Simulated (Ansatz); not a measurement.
**ClFH₃Si₂ (charge +1): density, localisation and related maps**

The calculation's input:

```
crystal:
  periodic: [false, false, false]
  atoms:
    - { symbol: F, position_ang: [-1.73947, -0.58097, 0.63992] }
    - { symbol: Si, position_ang: [-0.9388, 0.16489, -0.53205] }
    - { symbol: Si, position_ang: [1.21001, 0.00434, 0.55148] }
    - { symbol: Cl, position_ang: [-1.06254, -0.86774, -2.20265] }
    - { symbol: H, position_ang: [-1.38741, 1.54614, -0.48809] }
    - { symbol: H, position_ang: [1.5077, 0.45493, 1.92072] }
    - { symbol: H, position_ang: [2.41052, -0.72159, 0.11068] }
total_charge: 1
basis:
  gaussian: { orbitals: def2-SVP }
hamiltonian:
  xc: b3lyp
relax:
  f_tol: 0.02
  max_steps: 40
output:
  orbitals: {}
```

Run with:

```sh
ansatz run input.yaml --threads 1 --pin off --max-ram 2048MiB --backend cpu --events-out ev --progress --plain --runs-dir out
```

The fields are those of the run's last geometry, not of the input's.

Method: Ansatz 0.2.0, RKS B3LYP/def2-SVP.

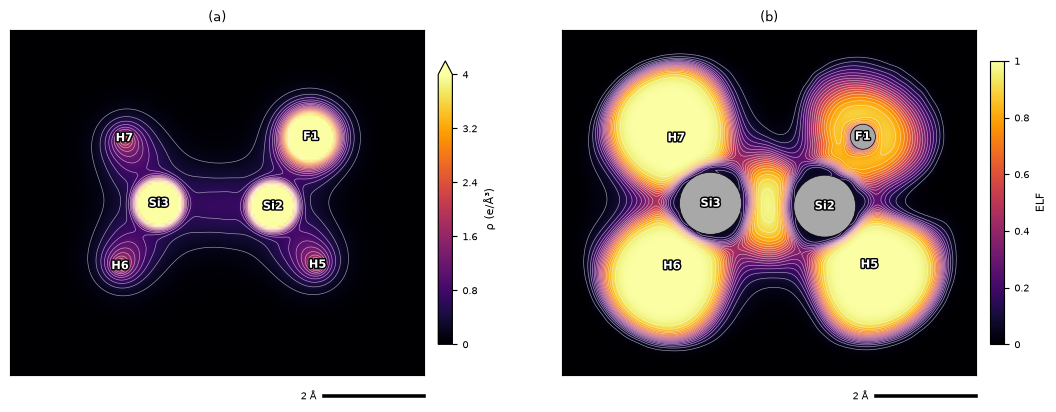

Figure 1. (a) total electron density; (b) ELF on the plane of atoms Si3, Si2 and H5. Grey discs cover the atomic cores in the ELF map.

### What does the map show?

The plane passes through F, Si and H nuclei.
Si–F (1.59 Å): ρ is about 1.1 e/Å³ halfway; the ELF peaks at about 0.85 in the valence shell of F, 0.6 Å from its nucleus, and is about 0.50 at the midpoint.
Si–Si (2.28 Å): the density is about 0.68 e/Å³ at the midpoint; the ELF peaks at about 0.95 between the atoms, as expected for a shared electron pair.
Si–H (1.47 Å): the density is about 0.84 e/Å³ at the midpoint; the ELF climbs to about 1 towards the hydrogen, as it does in any bond to H.
The ELF also peaks beside F1, away from the bonds: lone-pair regions.

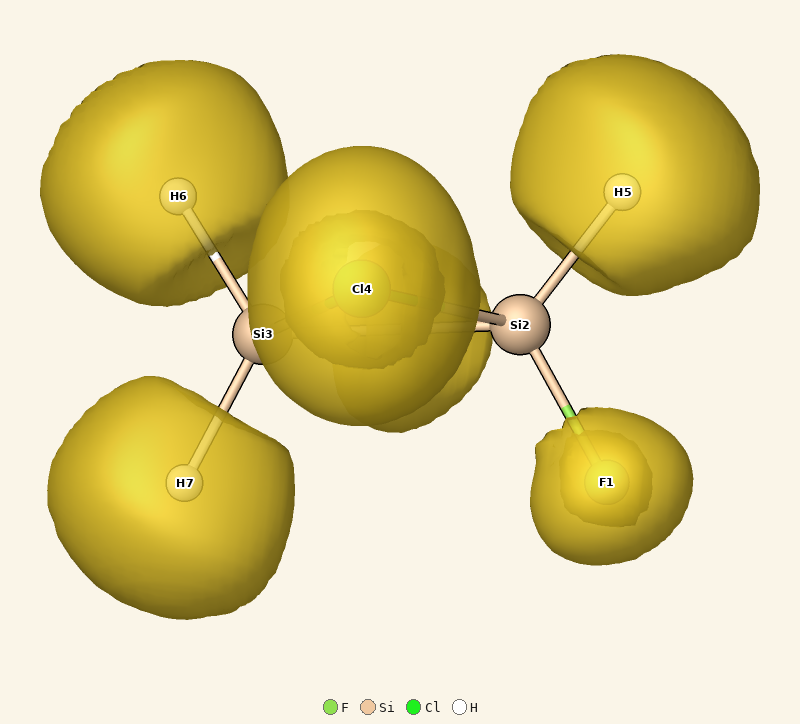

Figure 2. Isosurface of the ELF at 0.8 (yellow), seen at a tilt. Core shells and regions of very low density are left out.

### What do the ELF domains correspond to?

At this value the surface marks out three regions around hydrogen nuclei, one region on Si in which the atom's valence shell and bonds are merged, one region wrapped around Cl (its lone pairs, merged into a ring or cap) and one region wrapped around F (its lone pairs, merged into a ring or cap). Along the contacts the grid gives the following. Si–Cl (2.27 Å): the ELF peaks at about 0.85 between the atoms: a polar covalent bond.

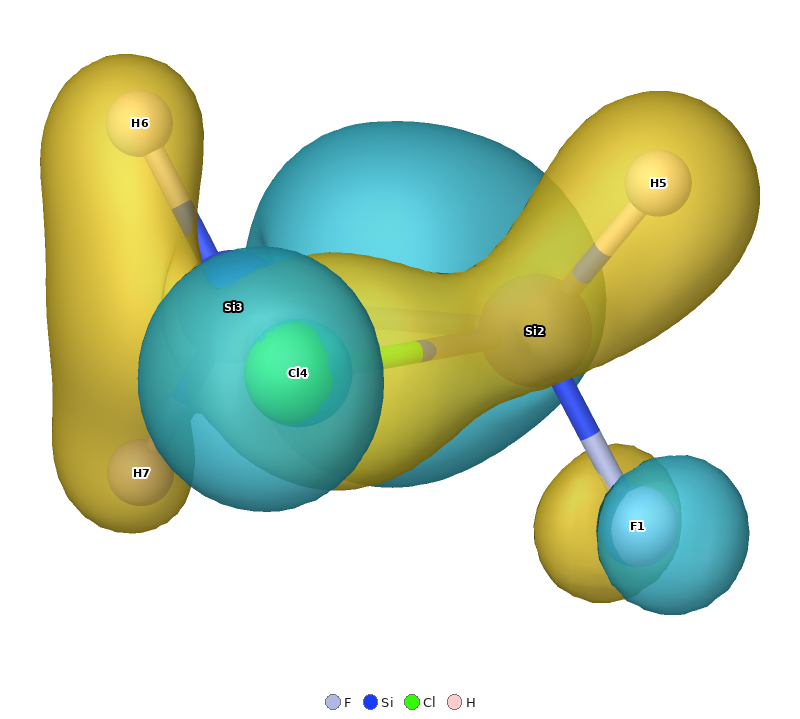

Figure 3. The HOMO at ±0.1 Å⁻³ᐟ² (yellow and cyan are the two phases), seen at a tilt.

### What is the character of this orbital?

Its weight (Hirshfeld) is mainly on Si3 (about 30 %), Si2 (about 30 %), Cl4 (about 20 %) and F1 (about 5 %). Its energy is −14.09 eV.
